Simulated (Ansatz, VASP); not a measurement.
# Zn (Zinc) in two plane-wave programs

Aim: how closely do two programs agree when they are given the same cell, functional and k mesh? The cell is taken from a series of VASP runs on this material, whose earlier steps may have relaxed, scaled or displaced it; both programs get it as it stands. Valence electrons are named where the data sets of a main pair hold unlike numbers.

Program: Ansatz 0.2.0. Level of theory: plane waves, with VASP 6.6.1 beside it; band structure at r2SCAN. Results are calculated unless marked as measured.

This is not the structure that Zn takes at ambient pressure and room temperature (hexagonal, No. 194); it is a model or a phase of other conditions.

### Step 1. The structure

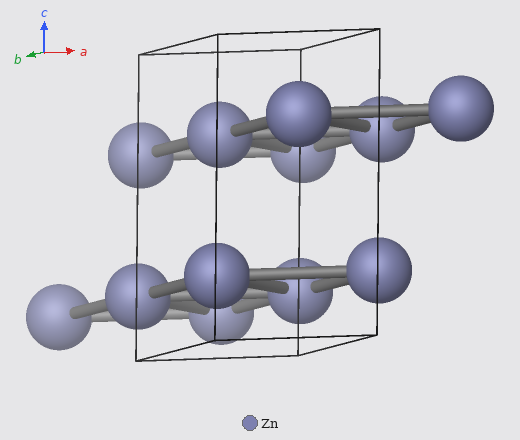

Start, viewed from a free direction; zinc blue. 2×3×1 cells are drawn.

Structure file:

```cif
data_structure
_symmetry_space_group_name_H-M 'P-1'
_symmetry_Int_Tables_number 2
_cell_length_a 2.6327
_cell_length_b 2.6483
_cell_length_c 5.0122
_cell_angle_alpha 88.860
_cell_angle_beta 87.559
_cell_angle_gamma 60.611
_cell_volume 30.42
loop_
_atom_site_label
_atom_site_type_symbol
_atom_site_symmetry_multiplicity
_atom_site_Wyckoff_symbol
_atom_site_fract_x
_atom_site_fract_y
_atom_site_fract_z
_atom_site_occupancy
Zn1 Zn 2 i 0.66667 0.66667 0.75000 1
```

### Step 2. Ansatz: band structure, r2SCAN

Ansatz runs on its default PAW (the set named soft_2) files.

A single point gives forces, pressure and levels at one fixed geometry, so differences don't come from the geometry; what else differs is listed under the comparison.

Input file input.yaml:

```yaml
crystal:
  lattice:
    - [2.632043, 0.009575, 0.056786]
    - [-1.307729, 2.302787, -0.026783]
    - [0.105412, 0.00345, 5.011061]
  atoms:
    - { symbol: Zn, position: [0.3333333333, 0.6666666667, 0.25] }
    - { symbol: Zn, position: [0.6666666667, 0.3333333333, 0.75] }
hamiltonian:
  xc: r2scan
  pseudopotentials: { kind: paw }
kpoints:
  mp_grid: { grid: [17, 17, 8] }
  band_path:
    path:
      - [0.0, -0.5, 0.0]
      - [0.0, -0.4, 0.0]
      - [0.0, -0.26667, 0.0]
      - [0.0, -0.13333, 0.0]
      - [0.0, 0.0, 0.0]
      - [0.0, 0.0, -0.1]
      - [0.0, 0.0, -0.2]
      - [0.0, 0.0, -0.33333]
      - [0.0, 0.0, -0.46667]
      - [0.0, -0.43333, -0.43333]
      - [0.0, -0.3, -0.3]
      - [0.0, -0.16667, -0.16667]
      - [0.0, -0.06667, -0.06667]
      - [0.03333, 0.0, 0.03333]
      - [0.16667, 0.0, 0.16667]
      - [0.3, 0.0, 0.3]
      - [0.43333, 0.0, 0.43333]
      - [0.46667, -0.46667, 0.46667]
      - [0.36667, -0.36667, 0.36667]
      - [0.23333, -0.23333, 0.23333]
      - [0.1, -0.1, 0.1]
      - [0.0, 0.0, 0.0]
      - [0.13333, 0.0, 0.0]
      - [0.26667, 0.0, 0.0]
      - [0.36667, 0.0, 0.0]
      - [0.5, 0.0, 0.0]
      - [0.4, -0.4, 0.0]
      - [0.26667, -0.26667, 0.0]
      - [0.13333, -0.13333, 0.0]
      - [0.0, 0.0, 0.0]
    npoints: 1
scf:
  occupations: { method: fermi_dirac, width: 0.05 }
  n_extra_bands: 7
output:
  forces: true
  stress: true
  eigenvalues: true
```

Launch:

```
ansatz run input.yaml --threads 2 --pin off --max-ram 4608MiB --backend cpu --events-out ev --progress --plain --runs-dir out
```

Numbers of over 12 decimals in the logs are rounded to 6 here.

The log of the run:

```text
scf.n_extra_bands = 7 over 12 filled bands (N_el = 24.0): the run solves 19 bands
Engine: ansatz 0.2.0, aarch64-unknown-linux-gnu
Pseudopotentials: kind: paw
Pseudopotential: Zn, paw, valence charge 12, recommended cutoff 500 eV (meta_gga), Zn.paw.azcp
Functional definition: r2SCAN
  parameter k0 = 0.174
  parameter k1 = 0.065
  parameter a1 = 4.9479
  exchange = r2scan_x(k0 = k0, k1 = k1, a1 = a1)
  correlation = r2scan_c
Crystal: 2 atoms, lattice volume = 30.421 Å³
Basis set: ecut = 500 eV, 771 PW (Γ), exchange–correlation on 80×80×160 points (64 copies of the dense FFT grid, shifted against one another)
Bands: 19, of which v1, the nominal top of the filled ones, is band 12 counted from 1 (11 counted from 0)
Symmetry: 2 space group operations
Space group: P-1 (ITA 2), of the structure as read, at distance tolerance 3.1e-5 Å
k-points: 1157 of 2312
Non-local potential: Zn, projectors of the file, l = 0: 2, l = 1: 2, l = 2: 3, l = 3: 1
PAW form: soft (Blöchl's): semilocal exchange-correlation on the pseudo side does not see the compensation charge
PAW frozen core: Zn, regenerated for the run's functional (the file was generated under x = pbe(κ = 0.804, μ = 0.219515), c = pbe(β = 0.066725))
PAW one-centre angular grid: Zn, 590 points (default); XC on 261 of its mesh's 2673 points in the sphere
Initial density: superposition of atomic densities (neutral atoms: chi_scale 0, normalization atom), corrected by the library's trained network
Initial wavefunctions: pseudopotential atomic-orbital guess
Functional: x = r2scan, c = r2scan; τ floored in thin density (d = 2e-4 eV/Å³)
SCF iter   1: F=—  HF=-6651.326385 eV  |F-HF|=—  |Δ(HF+E_count)|=         —  Δρ=2.27e-2  dr2=7.68e-2  dr2_τ=2.08e-3  ethr=1.77e-3  ⟨swp⟩=5.2  Hψ=112130  notcnv=0  defer=354
preconditioner: auto → none  [metal: Δε(μ)=0.007 eV  Ē_g=17.115 eV  σ=0.050 eV  W_gap=0.03  n_scr=4 (ndim 8)  ℏωp=33.0 eV  f_vac=0.000  D(μ)=0.57/eV (n_scr^D=2)  sad-step TF]
SCF iter   2: F=—  HF=-6651.312625 eV  |F-HF|=—  |Δ(HF+E_count)|=   1.38e-2  Δρ=1.28e-3  dr2=2.92e-4  dr2_τ=3.54e-4  ethr=3.20e-4  ⟨swp⟩=2.8  Hψ=53608  notcnv=0  defer=1861
SCF iter   3: F=—  HF=-6651.309283 eV  |F-HF|=—  |Δ(HF+E_count)|=   3.34e-3  Δρ=2.67e-3  dr2=1.14e-3  dr2_τ=3.27e-6  ethr=1.22e-6  ⟨swp⟩=3.4  Hψ=51248  notcnv=0  defer=1861
SCF iter   4: F=—  HF=-6651.308862 eV  |F-HF|=—  |Δ(HF+E_count)|=   4.21e-4  Δρ=2.01e-4  dr2=4.60e-6  dr2_τ=1.96e-7  ethr=1.22e-6  ⟨swp⟩=2.0  Hψ=34035  notcnv=0  defer=1861
SCF iter   5: F=—  HF=-6651.308876 eV  |F-HF|=—  |Δ(HF+E_count)|=   1.46e-5  Δρ=5.87e-5  dr2=8.10e-7  dr2_τ=5.79e-9  ethr=1.92e-8  ⟨swp⟩=2.0  Hψ=34365  notcnv=0  defer=1861
SCF iter   6: F=—  HF=-6651.308877 eV  |F-HF|=—  |Δ(HF+E_count)|=   1.16e-6  Δρ=2.13e-5  dr2=3.82e-7  dr2_τ=3.76e-9  ethr=3.37e-9  ⟨swp⟩=2.0  Hψ=34046  notcnv=0  defer=1861
SCF iter   7: F=-6651.308877 eV  HF=-6651.308877 eV  |F-HF|=1.02e-8  |Δ(HF+E_count)|=   8.00e-8  Δρ=9.77e-6  dr2=2.59e-8  dr2_τ=1.73e-10  ethr=4.17e-10  ⟨swp⟩=7.8  Hψ=106548  notcnv=0
SCF 1 converged in 7 iterations: F = -6651.308877 eV  dr2 = 2.59e-8
  greatest PAW one-centre occupation: 0.981 electrons in one spin orbital (limit 2), on the Zn atom at site 1 (counted from 0), in its partial waves of l = 2
NSCF: frozen V_eff on 30 k-points
SCF converged after 7 iterations
Free energy (F): -6651.308877 eV
Harris-Foulkes:  -6651.308877 eV  (|F-HF|=1.02e-8)
Internal energy: -6651.304353 eV  (E = F + TS)
E sigma→0 (E₀):  -6651.306615 eV
Entropy (-TS):   -0.004525 eV (-2.262 meV/atom)
Fermi energy:    10.891110 eV
--- Per-component energies (eV) ---
  E_band       = 87.060839
  E_kinetic    = 260.604459
  E_local      = -3088.080467  (includes V_loc(G=0)·N_el)
  E_nonlocal   = 1227.476897
  E_hartree    = 1298.842076
  E_xc         = -248.805068
  E_vxc        = -109.046742  (∫ρ·V_xc dr)
  E_paw        = -3692.482620  (= ΣΔE_a)
  E_vpaw       = -807.931874  (= ΣTr[D̂ρ^β])
  E_aug_tail   = -0.000070  (compensation charges beyond the density's cutoff)
  E_vtau       = 6.358167  (kinetic-family band-sum trace: ∫τ·v_τ [+ j·A + Jᵃ·Aᵃ] dr)
  E_ewald      = -2408.494323
  E_core_change = -0.365237  (= ΣΔE_core)
  E_smearing   = -0.004525  (= −TS)
  E_closure    = 0.000000  (closes the sum)
  Σ components = -6651.308877   (vs F -6651.308877, Δ=0.00e0)
--- Forces (eV/Å), atoms counted from 1 ---
  atom   1  Zn     0.00038400     0.00602404     0.00012270
  atom   2  Zn    -0.00038400    -0.00602404    -0.00012270
  max |Σ_I F_I| component: 0.00e0 eV/Å
--- Stress (GPa, compression-positive) ---
       -3.923845      -0.259451      -1.308163
       -0.259451      -4.574786      -0.091727
       -1.308164      -0.091727      -3.152961
  P = ⅓ Tr σ = -3.8839 GPa (-38.839 kbar)
--- Band table (eV; the first three rows and the last of 1157) ---
  k-point 0: bands = [... 8 lower, 3.3492, 3.5261, 3.5338, 7.0397, 7.5629, 24.5351, 28.2343, 29.4404, ... 3 higher]
  k-point 1: bands = [... 8 lower, 3.3581, 3.5214, 3.5291, 5.7589, 9.0578, 22.9266, 29.5057, 29.8350, ... 3 higher]
  k-point 2: bands = [... 8 lower, 3.3817, 3.5074, 3.5153, 4.4942, 10.9797, 20.3728, 29.7908, 30.1678, ... 3 higher]
  k-point 1156: bands = [... 8 lower, 3.6755, 3.7149, 6.8977, 10.0498, 11.7487, 14.9900, 16.6030, 18.3884, ... 3 higher]
```

It took 90 s on 2 threads of Arm Neoverse N1, shared host; peak memory 0.93 GiB; 3 min of CPU time.

### Step 3. VASP: band structure, r2SCAN

The same cell, functional, mesh and smearing now go to VASP, with its own data sets.

Lines of VASP's logs that name or quote its potential files are left out, and so is its time.

Input file INCAR:

```
SYSTEM = Zn
PREC = Accurate
ENCUT = 400
EDIFF = 1E-06
NELM = 100
ISMEAR = -1
SIGMA = 0.05
LREAL = .FALSE.
ALGO = Normal
METAGGA = R2SCAN
LASPH = .TRUE.
NBANDS = 24
LORBIT = 11
LWAVE = .FALSE.
LCHARG = .FALSE.
KPAR = 2
```

Input file POSCAR:

```
Zn
1.0
    2.6320430000      0.0095750000      0.0567860000
   -1.3077290000      2.3027870000     -0.0267830000
    0.1054120000      0.0034500000      5.0110610000
Zn
2
Direct
    0.3333333333      0.6666666667      0.2500000000
    0.6666666667      0.3333333333      0.7500000000
```

Input file KPOINTS:

```
Automatic mesh
0
Gamma
17 17 8
0 0 0
```

Input file KPOINTS_OPT:

```
Line mode
16
Line-mode
Reciprocal
  0.00000000  -0.50000000   0.00000000 X
  0.00000000   0.00000000   0.00000000 GAMMA

  0.00000000   0.00000000   0.00000000 GAMMA
  0.00000000   0.00000000  -0.50000000 Y

  0.00000000  -0.50000000  -0.50000000 L
  0.00000000   0.00000000   0.00000000 GAMMA

  0.00000000   0.00000000   0.00000000 GAMMA
  0.50000000   0.00000000   0.50000000 Z

  0.50000000  -0.50000000   0.50000000 N
  0.00000000   0.00000000   0.00000000 GAMMA

  0.00000000   0.00000000   0.00000000 GAMMA
  0.50000000   0.00000000   0.00000000 M

  0.50000000  -0.50000000   0.00000000 R
  0.00000000   0.00000000   0.00000000 GAMMA
```

Potentials, in the order of the species: Zn (PBE family, release 64).

Launch:

```
mpirun -np 2 vasp_std
```

The log of the run:

```text
[banner, memory and clock lines left out]
running    2 mpi-ranks, on    1 nodes
 distrk:  each k-point on    1 cores,    2 groups
 distr:  one band on    1 cores,    1 groups

 POSCAR found type information on POSCAR Zn
 POSCAR found :  1 types and       2 ions
|                                                                             |
|               ----> ADVICE to this user running VASP <----                  |
|                                                                             |
|     You enforced a specific xc type in the INCAR file but a different       |
|     [... a line on the potential file left out ...]
|     I HOPE YOU KNOW WHAT YOU ARE DOING!                                     |
|                                                                             |

 LDA part: xc-table for (None), standard interpolation
 POSCAR, INCAR and KPOINTS ok, starting setup
 FFT: planning ... GRIDC
 FFT: planning ... GRID_SOFT
 FFT: planning ... GRID
 WAVECAR not read
 entering main loop
       N       E                     dE             d eps       ncg     rms          rms(c)
DAV:   1     0.101162416652E+03    0.10116E+03   -0.99912E+03 59872   0.138E+03
DAV:   2    -0.128874730156E+02   -0.11405E+03   -0.10692E+03 58600   0.255E+02
DAV:   3    -0.207793355518E+02   -0.78919E+01   -0.78647E+01 64040   0.677E+01
DAV:   4    -0.208295956996E+02   -0.50260E-01   -0.50255E-01 61800   0.588E+00
DAV:   5    -0.208296552693E+02   -0.59570E-04   -0.59570E-04 65168   0.182E-01    0.405E+00
DAV:   6    -0.177621900658E+02    0.30675E+01   -0.14508E+00 65120   0.224E+01    0.403E+00
DAV:   7    -0.177431936247E+02    0.18996E-01   -0.80743E-02 65792   0.517E+00    0.235E+00
DAV:   8    -0.177648501941E+02   -0.21657E-01   -0.49189E-02 64656   0.296E+00    0.422E-01
DAV:   9    -0.177628841574E+02    0.19660E-02   -0.15939E-02 59568   0.242E+00    0.160E-01
DAV:  10    -0.177626974322E+02    0.18673E-03   -0.79268E-04 59120   0.324E-01    0.102E-01
DAV:  11    -0.177624212280E+02    0.27620E-03   -0.56278E-04 68512   0.439E-01    0.403E-03
DAV:  12    -0.177624233740E+02   -0.21460E-05   -0.33502E-05 57152   0.512E-02    0.135E-02
DAV:  13    -0.177624238692E+02   -0.49513E-06   -0.67727E-06 69488   0.475E-02
   1 F= -.17762424E+02 E0= -.17760154E+02  d E =-.454067E-02
 Start KPOINTS_OPT (optional k-point list driver)
k-point batch [1-112\112]
       N       E                     dE             ncg
DAV:   1     0.295225332313E+05   -0.45554E+05     5744
DAV:   2     0.165614394453E+05   -0.12961E+05     5608
DAV:   3     0.156207729972E+05   -0.94067E+03     6432
DAV:   4     0.156143802253E+05   -0.63928E+01     5896
DAV:   5     0.156143721668E+05   -0.80585E-02     6464
DAV:   6     0.156143721471E+05   -0.19772E-04     5480
DAV:   7     0.156143721468E+05   -0.26034E-06     5048
```

OUTCAR, selected parts (step 3):

```text
ion  position               nearest neighbor table
   1  0.333  0.667  0.250-   2 2.88   2 2.89   2 2.94   2 2.94   2 2.98   2 2.98
   2  0.667  0.333  0.750-   1 2.88   1 2.89   1 2.94   1 2.94   1 2.98   1 2.98

  LATTYP: Found a triclinic cell.
 ALAT       =     2.6326729163
 B/A-ratio  =     1.0059507080
 C/A-ratio  =     1.9038334576
 COS(alpha) =     0.0198974226
 COS(beta)  =     0.0425936155
 COS(gamma) =     0.4907296625

 Subroutine GETGRP returns: Found  2 space group operations
 (whereof  2 operations were pure point group operations)

The static configuration has the point symmetry S_2 .

 Found   1157 irreducible k-points:

   k-points           NKPTS =   1157   k-points in BZ     NKDIM =   1157   number of bands    NBANDS=     24

   dimension x,y,z NGX =    18 NGY =   18 NGZ =   36
   dimension x,y,z NGXF=    36 NGYF=   36 NGZF=   72

   ENCUT  =  400.0 eV  29.40 Ry    5.42 a.u.   4.29  4.32  8.17*2*pi/ulx,y,z

   NELECT =      24.0000    total number of electrons

 k-points in reciprocal lattice and weights: Automatic mesh
   0.00000000  0.00000000  0.00000000       0.000
   0.05882353  0.00000000  0.00000000       0.001
   0.11764706  0.00000000  0.00000000       0.001
   0.17647059  0.00000000 -0.00000000       0.001
   0.23529412  0.00000000  0.00000000       0.001
   0.29411765  0.00000000 -0.00000000       0.001
   0.35294118 -0.00000000  0.00000000       0.001
   0.41176471  0.00000000 -0.00000000       0.001
   0.47058824  0.00000000  0.00000000       0.001
[...]
-0.11764706  0.47058824  0.50000000       0.001
  -0.05882353  0.47058824  0.50000000       0.001

 average (electrostatic) potential at core
       1 -42.4691       2 -42.4691

 E-fermi :   2.9643

 k-point     1 :       0.0000    0.0000    0.0000
  band No.  band energies     occupation
    ...
      9      -4.6046      2.00000
     10      -4.4280      2.00000
     11      -4.4201      2.00000
     12      -0.8852      2.00000
     13      -0.3693      2.00000
     14      16.7057      0.00000
     15      20.3830      0.00000
     16      21.5992      0.00000
     17      22.0184      0.00000
     18      23.1382      0.00000
    ...

 k-point     2 :       0.0588    0.0000    0.0000
  band No.  band energies     occupation
    ...
      9      -4.6192      2.00000
     10      -4.4862      2.00000
     11      -4.4227      2.00000
     12      -0.7223      2.00000
     13      -0.3027      2.00000
     14      16.8234      0.00000
     15      19.6418      0.00000
     16      20.4335      0.00000
     17      20.7150      0.00000
     18      22.3611      0.00000
    ...

 k-point     3 :       0.1176    0.0000    0.0000
  band No.  band energies     occupation
    ...
      9      -4.6474      2.00000
     10      -4.6109      2.00000
     11      -4.4217      2.00000
     12      -0.3189      2.00000
     13      -0.0436      2.00000
     14      16.7058      0.00000
     15      17.1621      0.00000
     16      19.1787      0.00000
     17      20.3236      0.00000
     18      21.2598      0.00000
    ...

  Total       -0.8437707     -1.0060042     -0.7852532     -0.0530687     -0.0160485     -0.2627996
  in kB      -44.4385241    -52.9828067    -41.3566050     -2.7949448     -0.8452207    -13.8407583
  external PRESSURE =     -46.2593119 kB  Pullay stress =       0.0000000 kB

  energy-cutoff  :      400.00
  volume of cell :       30.42
      direct lattice vectors                 reciprocal lattice vectors
     2.632043000  0.009575000  0.056786000     0.379325052  0.215320256 -0.008127673
    -1.307729000  2.302787000 -0.026783000    -0.001570783  0.433361286 -0.000265316
     0.105412000  0.003450000  5.011061000    -0.004306957 -0.000123818  0.199649222

 POSITION                                       TOTAL-FORCE (eV/Angst)
 -----------------------------------------------------------------------------------
      0.03188      1.53925      1.25384         0.000253      0.007305      0.000256
      1.39784      0.77657      3.78723        -0.000253     -0.007305     -0.000256
 -----------------------------------------------------------------------------------
    total drift:                                0.000000     -0.000000      0.000000

  FREE ENERGIE OF THE ION-ELECTRON SYSTEM (eV)
  ---------------------------------------------------
  free  energy   TOTEN  =       -17.7624238692 eV

  energy  without entropy=      -17.7578832039  energy(sigma->0) =      -17.76015354

 total charge
# of ion       s       p       d       tot
------------------------------------------
    1        0.585   0.462   9.729  10.777
    2        0.585   0.462   9.729  10.777
--------------------------------------------------
tot          1.171   0.925  19.458  21.553

[... 3 further parts left out ...]
```

The path and its labels are those of the sheared lattice, so a letter need not mean the same point as in the unstrained cell. The PAW data sets were made with PBE, which is usual practice but a small mismatch for other functionals.

### Step 4. Comparison

Known differences besides the potentials themselves: VASP keeps PBE cores, Ansatz makes them for the functional; the cutoff is 500 eV in Ansatz and 400 eV in VASP. Total energies have different zeros and are not compared.

Compared:

```
      quantity  Ansatz   VASP  difference
pressure (GPa)   -3.88  -4.63       +0.74
```

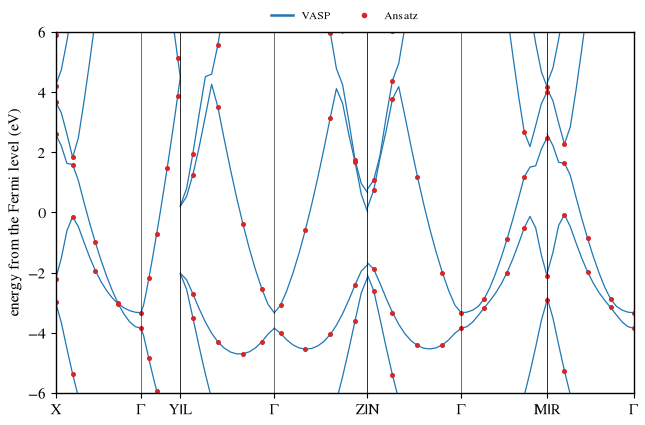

Bands from VASP (lines) and levels from Ansatz (dots). Dots without a line are higher empty bands that the VASP plot leaves out.

Levels from 3 eV below to 2 eV above the Fermi level differ by 4 meV r.m.s. and 8 meV at most; each VASP level is matched to the nearest of Ansatz, which flatters the figure a little.

### Step 5. Further runs

Further runs change the set-up of one program: Ansatz's method, potentials or start, or VASP's data sets, cutoff or form of LDA. The table gives Ansatz less VASP for each quantity, since a change that brings one quantity closer may part another.

```
                              run  r.m.s. force difference (meV/Å)  pressure (GPa)
                         as above                             0.75            0.74
Ansatz's all-electron LAPW method                              0.7            0.75
```

### Step 6. Outcome

| Property | Result |
| --- | --- |
| r.m.s. difference of levels near the Fermi level (band structure, r2SCAN) | 4.0 meV |
| difference in pressure (band structure, r2SCAN) | 0.74 GPa |

The difference in pressure is 0.74 GPa (band structure, r2SCAN), within the 1 GPa picked in this series as the mark of a large difference. For band structure, r2SCAN, no further run moves any of the tabulated differences by more than a quarter of its size. How closely two codes agree says nothing of how well the functional describes the real material.

[Lines on the potential files, build, host, timing and source positions are cut from VASP's logs without a mark.]

[Logs are printed without paths, hosts, clocks, repeated set-up lines and the standing remarks that a program may print on its own settings, such as how far it seeks lower states.]

[Hosts, paths, dates, database ids (printed as entryN), source tags and the programs' standing remarks are cut or masked in the printed files.]
